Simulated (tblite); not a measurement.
## Geometry relaxation, with input and output: C₆H₆FGaO₂ (part 1 of 2)

The run: geometry relaxation of C₆H₆FGaO₂, SMILES CC#CC1=C(F)C=[O+][GaH2-][O]1. Method and program: GFN2-xTB geometry optimisation, gas phase (tblite 0.8.0).

It belongs to a series of runs on one base structure; here: H on C replaced by propynyl.

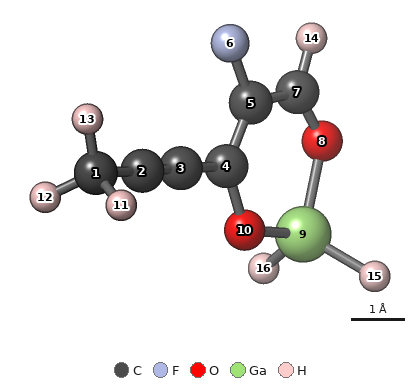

The starting structure (ball-and-stick view, seen at a tilt; atoms are numbered from 1 in the order of the input). Sticks mark near contacts. Bond lengths as drawn: C–C 1.19 to 1.49 Å, C–F 1.36 Å, C–H 1.08 to 1.11 Å, C–O 1.26 to 1.39 Å, Ga–H 1.61 to 1.62 Å and Ga–O 1.82 to 1.83 Å.

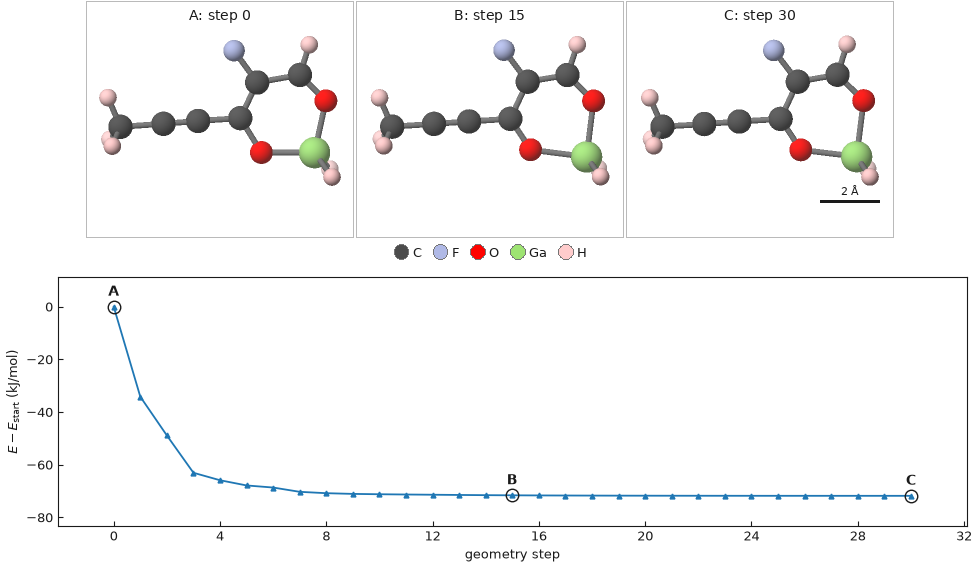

Frames of the relaxation (ball-and-stick view, seen at a tilt) above the curves, on which the letters mark them (steps are counted from 0).

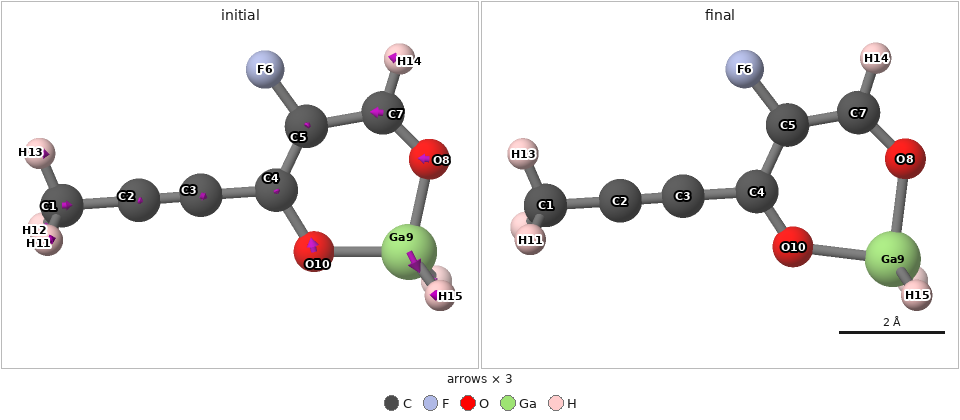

Before (left) and after (right) the relaxation, at one scale (ball-and-stick view, seen at a tilt). The pink arrows give the displacements, magnified 3 times. Ga9 moves most after the best rigid fit: 0.15 Å. Largest moves by element: Ga 0.15 Å, O 0.09 Å, C 0.09 Å, H 0.09 Å, F 0.01 Å. Among the contacts that change: O8–Ga9 1.826 → 1.944 Å, C4–O10 1.393 → 1.276 Å, C5–C7 1.488 → 1.379 Å, Ga9–O10 1.821 → 1.928 Å. Among the angles that change: H15–Ga9–H16 112.2° → 126.1°, O8–Ga9–O10 101.9° → 90.0°, C4–O10–Ga9 121.7° → 130.1°. Over 30 geometry steps the energy falls by 71.8 kJ/mol. The largest force component goes from 3.6 to 0.008 eV/Å. (Atoms are counted from 1 in the order of the input.)

The input that produced these results follows, with the program's output.

The input:
```
{"job": {"kind": "relax", "xc": "GFN2-xTB", "basis": "xTB"}, "charge": 0, "multiplicity": 1}
C      3.786500     0.573100     0.344800
C      2.330600     0.377100     0.202000
C      1.155900     0.200900     0.104700
C     -0.273900     0.012600    -0.039000
C     -0.757400    -1.252000    -0.163000
F      0.114800    -2.290100    -0.184300
C     -2.194200    -1.602100    -0.326400
O     -3.147000    -0.772400    -0.322200
Ga    -2.898600     1.026500    -0.133500
O     -1.085700     1.143700    -0.002400
H      3.989600     1.076700     1.309500
H      4.137600     1.206300    -0.487900
H      4.289000    -0.404200     0.326900
H     -2.431000    -2.654400    -0.441700
H     -3.593900     1.553300     1.229100
H     -3.429600     1.813700    -1.428200
```

The first line tells a small driver script what to run in tblite; the rest is the geometry in Å.

Command:
```bash
OMP_NUM_THREADS=1 python <driver script> task.json out
```

Log:
```
step      E/eV     max force
  0    -814.28681    4.093
  1    -814.64077    5.862
  2    -814.79326    3.131
  3    -814.94012    0.892
  4    -814.96948    0.560
  5    -814.99000    0.280
  6    -814.99822    0.282
  7    -815.01509    0.244
  8    -815.02045    0.185
  9    -815.02324    0.136
 10    -815.02461    0.069
 11    -815.02563    0.074
 12    -815.02652    0.079
 13    -815.02742    0.086
 14    -815.02822    0.068
 15    -815.02882    0.061
 16    -815.02926    0.046
 17    -815.02960    0.058
 18    -815.02989    0.048
 19    -815.03013    0.040
 20    -815.03031    0.045
 21    -815.03044    0.044
 22    -815.03055    0.034
 23    -815.03064    0.021
 24    -815.03071    0.019
 25    -815.03076    0.018
 26    -815.03078    0.016
 27    -815.03080    0.011
 28    -815.03081    0.011
 29    -815.03083    0.012
 30    -815.03084    0.009
```

Trajectory as extended XYZ (Å, eV, eV/Å), 31 frames, from step=0 to step=30:
```
16
Properties=species:S:1:pos:R:3:forces:R:3 step=0 energy=-814.28681
C     3.7865    0.5731    0.3448   -0.9530  -0.0210   0.0120
C     2.3306    0.3771    0.2020    2.7480   0.4110   0.3040
C     1.1559    0.2009    0.1047   -2.8340  -0.2170  -0.3200
C    -0.2739    0.0126   -0.0390   -0.1870   3.6270   0.4660
C    -0.7574   -1.2520   -0.1630   -3.0010  -1.4360  -0.4950
F     0.1148   -2.2901   -0.1843   -0.2790   0.1000  -0.0090
C    -2.1942   -1.6021   -0.3264    2.2340   1.1240   0.3930
O    -3.1470   -0.7724   -0.3222    0.8010  -1.2250  -0.0910
Ga   -2.8986    1.0265   -0.1335   -1.2280   2.2050   0.2220
O    -1.0857    1.1437   -0.0024    2.4550  -3.2720  -0.1510
H     3.9896    1.0767    1.3095   -0.1110  -0.2360  -0.5430
H     4.1376    1.2063   -0.4879   -0.1070  -0.2980   0.4060
H     4.2890   -0.4042    0.3269   -0.1520   0.3680  -0.0350
H    -2.4310   -2.6544   -0.4417    0.0470  -0.3260  -0.0380
H    -3.5939    1.5533    1.2291    0.3160  -0.3810  -0.4150
H    -3.4296    1.8137   -1.4282    0.2510  -0.4220   0.2940
16
Properties=species:S:1:pos:R:3:forces:R:3 step=1 energy=-814.64077
C     3.7729    0.5728    0.3450    0.4180  -0.0380   0.0470
C     2.3698    0.3830    0.2063   -5.7930  -0.7760  -0.4440
C     1.1154    0.1978    0.1001    5.4080   0.9640   0.4160
C    -0.2766    0.0644   -0.0323   -0.7120  -0.8660   0.0140
C    -0.8003   -1.2725   -0.1701   -0.4580   0.7400  -0.0770
F     0.1108   -2.2886   -0.1844   -0.3650   0.1770  -0.0170
C    -2.1623   -1.5860   -0.3208    1.4190  -0.9870   0.0850
O    -3.1356   -0.7899   -0.3235   -0.1440   0.3580  -0.0110
Ga   -2.9162    1.0580   -0.1304   -1.0610   1.2710   0.1280
O    -1.0506    1.0970   -0.0046    0.5960  -0.6290  -0.0520
H     3.9880    1.0733    1.3018   -0.0580  -0.1050  -0.3140
H     4.1360    1.2020   -0.4821   -0.0530  -0.1800   0.2800
H     4.2868   -0.3990    0.3264   -0.0780   0.2810  -0.0250
H    -2.4303   -2.6590   -0.4422    0.3290   0.2790   0.0510
H    -3.5894    1.5479    1.2232    0.2980  -0.2360  -0.2440
H    -3.4260    1.8077   -1.4240    0.2530  -0.2530   0.1630
16
Properties=species:S:1:pos:R:3:forces:R:3 step=2 energy=-814.79326
C     3.7706    0.5723    0.3455   -0.6320  -0.1620  -0.1110
C     2.3272    0.3776    0.2037    2.5680   0.3830   0.2830
C     1.1533    0.2066    0.1023   -2.7210  -0.2280  -0.2740
C    -0.2856    0.0810   -0.0288    1.2010  -2.8910  -0.0470
C    -0.8266   -1.2748   -0.1745    2.0300   1.1320   0.2060
F     0.1049   -2.2860   -0.1847   -0.4240   0.3040  -0.0140
C    -2.1312   -1.5886   -0.3170   -1.1190  -1.1600  -0.1750
O    -3.1314   -0.7948   -0.3243    0.2180   0.4860   0.0390
Ga   -2.9363    1.0873   -0.1274   -0.8780   0.5510   0.0450
O    -1.0267    1.0669   -0.0062   -0.8180   1.4590   0.0290
H     3.9866    1.0705    1.2945   -0.1070  -0.0480  -0.1410
H     4.1347    1.1979   -0.4762   -0.1000  -0.1230   0.1540
H     4.2849   -0.3933    0.3259   -0.1320   0.1550  -0.0300
H    -2.4265   -2.6584   -0.4419    0.4670   0.3590   0.0780
H    -3.5840    1.5427    1.2176    0.2320  -0.1130  -0.0460
H    -3.4215    1.8020   -1.4201    0.2140  -0.1020   0.0050
16
Properties=species:S:1:pos:R:3:forces:R:3 step=3 energy=-814.94012
C     3.7673    0.5708    0.3446   -0.3650  -0.0530  -0.0400
C     2.3353    0.3789    0.2050    0.3320   0.0560   0.0770
C     1.1434    0.2067    0.1011   -0.4780  -0.0320  -0.0780
C    -0.2759    0.0478   -0.0300   -0.0610   0.0890   0.0720
C    -0.8044   -1.2611   -0.1719    0.0830  -0.0770  -0.0500
F     0.1009   -2.2832   -0.1848   -0.1970   0.0990  -0.0110
C    -2.1423   -1.6025   -0.3191   -0.0860   0.3530   0.0530
O    -3.1311   -0.7878   -0.3238    0.6220  -0.2040   0.0120
Ga   -2.9438    1.0907   -0.1272   -0.5800   0.6740   0.0670
O    -1.0370    1.0842   -0.0058    0.3990  -0.5320  -0.0310
H     3.9858    1.0703    1.2937   -0.1000  -0.0510  -0.1480
H     4.1339    1.1970   -0.4750   -0.0850  -0.1020   0.1280
H     4.2838   -0.3921    0.3257   -0.1070   0.1010  -0.0310
H    -2.4218   -2.6541   -0.4411    0.2920  -0.0950   0.0190
H    -3.5819    1.5419    1.2175    0.1710  -0.1200  -0.0210
H    -3.4196    1.8014   -1.4203    0.1610  -0.1070  -0.0190
16
Properties=species:S:1:pos:R:3:forces:R:3 step=4 energy=-814.96948
C     3.7612    0.5697    0.3440   -0.1460  -0.0220  -0.0110
C     2.3361    0.3793    0.2060   -0.3770  -0.0490   0.0040
C     1.1395    0.2073    0.1001    0.1830   0.0110  -0.0090
C    -0.2760    0.0448   -0.0287    0.1020  -0.0750   0.0400
C    -0.8024   -1.2598   -0.1727   -0.0670  -0.1420  -0.0470
F     0.0966   -2.2809   -0.1850   -0.0490  -0.0570  -0.0140
C    -2.1417   -1.6004   -0.3183    0.2660   0.1000   0.0460
O    -3.1216   -0.7900   -0.3236    0.2070   0.1540   0.0170
Ga   -2.9561    1.1047   -0.1258   -0.3340   0.4470   0.0410
O    -1.0303    1.0761   -0.0063   -0.0070  -0.1150  -0.0170
H     3.9840    1.0691    1.2905   -0.1010  -0.0270  -0.0900
H     4.1324    1.1949   -0.4722   -0.0820  -0.0620   0.0670
H     4.2819   -0.3897    0.3251   -0.1020   0.0450  -0.0310
H    -2.4163   -2.6546   -0.4406    0.2820  -0.0830   0.0210
H    -3.5784    1.5394    1.2164    0.1100  -0.0750   0.0800
H    -3.4164    1.7990   -1.4201    0.1170  -0.0500  -0.1000
16
Properties=species:S:1:pos:R:3:forces:R:3 step=5 energy=-814.99000
C     3.7523    0.5682    0.3432   -0.0140  -0.0070   0.0040
C     2.3311    0.3789    0.2071   -0.1890  -0.0310   0.0040
C     1.1374    0.2081    0.0987    0.0970  -0.0660   0.0000
C    -0.2717    0.0380   -0.0267   -0.0780   0.0800  -0.0080
C    -0.8020   -1.2609   -0.1744    0.1400  -0.1120   0.0030
F     0.0916   -2.2801   -0.1855    0.1190  -0.2370  -0.0170
C    -2.1337   -1.5993   -0.3166    0.0050  -0.0020  -0.0040
O    -3.1104   -0.7873   -0.3232    0.0550   0.2730   0.0250
Ga   -2.9750    1.1277   -0.1236   -0.0030   0.0990  -0.0060
O    -1.0256    1.0683   -0.0072   -0.1720   0.0210  -0.0010
H     3.9802    1.0674    1.2854   -0.1050   0.0110   0.0090
H     4.1292    1.1915   -0.4681   -0.0830   0.0000  -0.0280
H     4.2778   -0.3864    0.3239   -0.0980  -0.0410  -0.0280
H    -2.4051   -2.6561   -0.4396    0.2560  -0.0290   0.0270
H    -3.5728    1.5353    1.2171    0.0170   0.0000   0.2340
H    -3.4109    1.7956   -1.4219    0.0520   0.0390  -0.2160
16
Properties=species:S:1:pos:R:3:forces:R:3 step=6 energy=-814.99822
C     3.7486    0.5674    0.3429    0.0120  -0.0020   0.0050
C     2.3282    0.3786    0.2078   -0.0500  -0.0120   0.0080
C     1.1365    0.2070    0.0980   -0.0230  -0.0710  -0.0030
C    -0.2719    0.0371   -0.0261   -0.0730   0.0250  -0.0250
C    -0.7987   -1.2630   -0.1749    0.0600  -0.0800   0.0070
F     0.0917   -2.2837   -0.1860    0.1460  -0.2410  -0.0150
C    -2.1321   -1.5986   -0.3161    0.0800   0.0190  -0.0010
O    -3.1049   -0.7823   -0.3226    0.0230   0.2380   0.0210
Ga   -2.9818    1.1375   -0.1229    0.0880   0.0050  -0.0150
O    -1.0264    1.0655   -0.0075   -0.2150   0.0760   0.0050
H     3.9771    1.0670    1.2838   -0.0990   0.0210   0.0400
H     4.1267    1.1903   -0.4671   -0.0820   0.0170  -0.0550
H     4.2747   -0.3859    0.3231   -0.0900  -0.0670  -0.0230
H    -2.3969   -2.6571   -0.4388    0.1970  -0.0100   0.0250
H    -3.5705    1.5339    1.2212   -0.0050   0.0200   0.2530
H    -3.4080    1.7950   -1.4262    0.0330   0.0610  -0.2280
16
Properties=species:S:1:pos:R:3:forces:R:3 step=7 energy=-815.01509
C     3.7399    0.5657    0.3423    0.0550   0.0090   0.0060
C     2.3215    0.3776    0.2098   -0.0100  -0.0070  -0.0110
C     1.1319    0.2025    0.0963   -0.0570  -0.0100   0.0130
C    -0.2744    0.0353   -0.0255   -0.0860  -0.0320  -0.0500
C    -0.7907   -1.2699   -0.1759    0.0830  -0.0160   0.0280
F     0.0958   -2.2983   -0.1875    0.0670  -0.0740  -0.0090
C    -2.1249   -1.5944   -0.3148    0.0180   0.0150  -0.0140
O    -3.0899   -0.7652   -0.3206    0.0700   0.0050   0.0090
Ga   -2.9953    1.1605   -0.1218    0.2010  -0.1370  -0.0170
O    -1.0338    1.0604   -0.0081   -0.1510   0.0450   0.0140
H     3.9669    1.0667    1.2813   -0.0740   0.0280   0.0840
H     4.1183    1.1880   -0.4663   -0.0750   0.0420  -0.0910
H     4.2649   -0.3867    0.3204   -0.0620  -0.1010  -0.0080
H    -2.3724   -2.6599   -0.4363    0.0340   0.1050   0.0220
H    -3.5651    1.5312    1.2381   -0.0220   0.0490   0.1990
H    -3.4004    1.7955   -1.4426    0.0090   0.0810  -0.1750
16
Properties=species:S:1:pos:R:3:forces:R:3 step=8 energy=-815.02045
C     3.7380    0.5653    0.3422    0.0060   0.0040   0.0020
C     2.3184    0.3770    0.2102    0.0820   0.0090  -0.0080
C     1.1297    0.2005    0.0960   -0.1370   0.0270   0.0080
C    -0.2774    0.0352   -0.0263   -0.0270  -0.0570  -0.0380
C    -0.7856   -1.2735   -0.1757   -0.0180   0.0290   0.0170
F     0.0988   -2.3053   -0.1882    0.0220   0.0120  -0.0040
C    -2.1231   -1.5920   -0.3147    0.1570  -0.0160  -0.0010
O    -3.0831   -0.7587   -0.3197    0.0320  -0.0560  -0.0010
Ga   -2.9957    1.1656   -0.1217    0.1590  -0.0950  -0.0020
O    -1.0396    1.0594   -0.0080   -0.0670  -0.0220   0.0110
H     3.9619    1.0671    1.2821   -0.0590   0.0120   0.0600
H     4.1139    1.1880   -0.4679   -0.0700   0.0270  -0.0680
H     4.2602   -0.3891    0.3192   -0.0540  -0.0740  -0.0010
H    -2.3627   -2.6592   -0.4350   -0.0440   0.1070   0.0150
H    -3.5638    1.5312    1.2482    0.0010   0.0380   0.1030
H    -3.3975    1.7974   -1.4521    0.0170   0.0560  -0.0930
16
Properties=species:S:1:pos:R:3:forces:R:3 step=9 energy=-815.02324
C     3.7373    0.5652    0.3423   -0.0230  -0.0010  -0.0020
C     2.3172    0.3767    0.2101   -0.0380  -0.0050  -0.0190
C     1.1273    0.2001    0.0961   -0.0080   0.0660   0.0160
C    -0.2796    0.0348   -0.0273    0.0210  -0.0250  -0.0130
C    -0.7833   -1.2749   -0.1753    0.0320   0.0140   0.0100
F     0.1010   -2.3088   -0.1886   -0.0080   0.0730  -0.0010
C    -2.1194   -1.5911   -0.3147    0.0440   0.0120  -0.0010
O    -3.0794   -0.7563   -0.3193    0.0700  -0.1160  -0.0060
Ga   -2.9926    1.1659   -0.1218    0.0800  -0.0380   0.0070
O    -1.0438    1.0584   -0.0078   -0.0010  -0.0600   0.0060
H     3.9582    1.0676    1.2837   -0.0470  -0.0070   0.0220
H     4.1104    1.1886   -0.4701   -0.0650   0.0040  -0.0310
H     4.2568   -0.3917    0.3186   -0.0510  -0.0310   0.0030
H    -2.3588   -2.6570   -0.4340   -0.0680   0.0670   0.0070
H    -3.5631    1.5321    1.2552    0.0290   0.0230   0.0180
H    -3.3959    1.7995   -1.4586    0.0330   0.0270  -0.0160
16
Properties=species:S:1:pos:R:3:forces:R:3 step=10 energy=-815.02461
C     3.7371    0.5652    0.3423   -0.0510  -0.0060  -0.0040
C     2.3163    0.3765    0.2097    0.0000   0.0030  -0.0110
C     1.1263    0.2012    0.0965   -0.0150   0.0640   0.0080
C    -0.2801    0.0344   -0.0281    0.0340   0.0000   0.0050
C    -0.7817   -1.2752   -0.1748    0.0220   0.0180   0.0000
F     0.1019   -2.3086   -0.1888    0.0120   0.0550   0.0000
C    -2.1176   -1.5907   -0.3148    0.0600  -0.0200   0.0040
O    -3.0772   -0.7578   -0.3192    0.0120  -0.0560  -0.0070
Ga   -2.9887    1.1640   -0.1218    0.0240   0.0110   0.0090
O    -1.0458    1.0573   -0.0075    0.0230  -0.0650   0.0020
H     3.9561    1.0677    1.2851   -0.0410  -0.0200  -0.0090
H     4.1079    1.1891   -0.4718   -0.0600  -0.0130  -0.0020
H     4.2547   -0.3936    0.3186   -0.0520   0.0000   0.0040
H    -2.3592   -2.6546   -0.4336   -0.0600   0.0150   0.0020
H    -3.5626    1.5331    1.2582    0.0460   0.0090  -0.0290
H    -3.3948    1.8010   -1.4613    0.0450   0.0050   0.0280
16
Properties=species:S:1:pos:R:3:forces:R:3 step=11 energy=-815.02563
C     3.7358    0.5650    0.3422   -0.0420  -0.0070  -0.0040
C     2.3156    0.3765    0.2091   -0.0250   0.0020  -0.0080
C     1.1252    0.2033    0.0970    0.0240   0.0560   0.0060
C    -0.2798    0.0338   -0.0286    0.0350   0.0210   0.0160
C    -0.7802   -1.2749   -0.1745    0.0320  -0.0060  -0.0060
F     0.1027   -2.3074   -0.1889    0.0460   0.0230   0.0010
C    -2.1148   -1.5911   -0.3147   -0.0070  -0.0060   0.0030
O    -3.0755   -0.7598   -0.3194   -0.0010  -0.0190  -0.0050
Ga   -2.9858    1.1632   -0.1216   -0.0070   0.0260   0.0050
O    -1.0468    1.0553   -0.0073    0.0110  -0.0250   0.0010
H     3.9537    1.0674    1.2858   -0.0350  -0.0230  -0.0230
H     4.1049    1.1891   -0.4729   -0.0500  -0.0200   0.0120
H     4.2522   -0.3948    0.3185   -0.0480   0.0160   0.0020
H    -2.3606   -2.6527   -0.4332   -0.0380  -0.0330  -0.0020
H    -3.5612    1.5339    1.2598    0.0550   0.0040  -0.0500
H    -3.3931    1.8021   -1.4627    0.0520  -0.0060   0.0510
16
Properties=species:S:1:pos:R:3:forces:R:3 step=12 energy=-815.02652
C     3.7337    0.5648    0.3420   -0.0250  -0.0050  -0.0030
C     2.3147    0.3765    0.2086   -0.0060   0.0070   0.0000
C     1.1243    0.2062    0.0974    0.0120   0.0360   0.0000
C    -0.2787    0.0334   -0.0287    0.0050   0.0260   0.0180
C    -0.7781   -1.2748   -0.1743    0.0200  -0.0170  -0.0100
F     0.1044   -2.3061   -0.1890    0.0750  -0.0120   0.0010
C    -2.1124   -1.5914   -0.3146   -0.0270  -0.0200   0.0010
O    -3.0736   -0.7618   -0.3195   -0.0280   0.0320  -0.0020
Ga   -2.9838    1.1635   -0.1213   -0.0160   0.0210   0.0000
O    -1.0475    1.0531   -0.0071   -0.0060   0.0170   0.0020
H     3.9507    1.0667    1.2858   -0.0270  -0.0180  -0.0220
H     4.1012    1.1887   -0.4737   -0.0350  -0.0170   0.0130
H     4.2488   -0.3956    0.3185   -0.0370   0.0150   0.0000
H    -2.3621   -2.6516   -0.4329   -0.0120  -0.0570  -0.0030
H    -3.5588    1.5346    1.2603    0.0550   0.0030  -0.0530
H    -3.3904    1.8029   -1.4631    0.0530  -0.0100   0.0580
16
Properties=species:S:1:pos:R:3:forces:R:3 step=13 energy=-815.02742
C     3.7309    0.5643    0.3418    0.0000  -0.0020  -0.0010
C     2.3136    0.3766    0.2081   -0.0070   0.0090   0.0060
C     1.1233    0.2098    0.0978   -0.0050   0.0120  -0.0040
C    -0.2777    0.0333   -0.0284   -0.0280   0.0180   0.0130
C    -0.7756   -1.2751   -0.1744   -0.0010  -0.0300  -0.0120
F     0.1077   -2.3052   -0.1891    0.0820  -0.0260   0.0000
C    -2.1101   -1.5921   -0.3145   -0.0450  -0.0180   0.0000
O    -3.0718   -0.7631   -0.3197   -0.0240   0.0500   0.0010
Ga   -2.9821    1.1647   -0.1209   -0.0120   0.0010  -0.0060
O    -1.0485    1.0509   -0.0068   -0.0230   0.0550   0.0040
H     3.9469    1.0655    1.2855   -0.0140  -0.0060  -0.0090
H     4.0964    1.1879   -0.4743   -0.0130  -0.0060   0.0040
H     4.2444   -0.3962    0.3185   -0.0190   0.0020  -0.0020
H    -2.3636   -2.6515   -0.4325    0.0120  -0.0600  -0.0010
H    -3.5551    1.5354    1.2602    0.0480   0.0060  -0.0430
H    -3.3864    1.8037   -1.4627    0.0490  -0.0060   0.0520
```
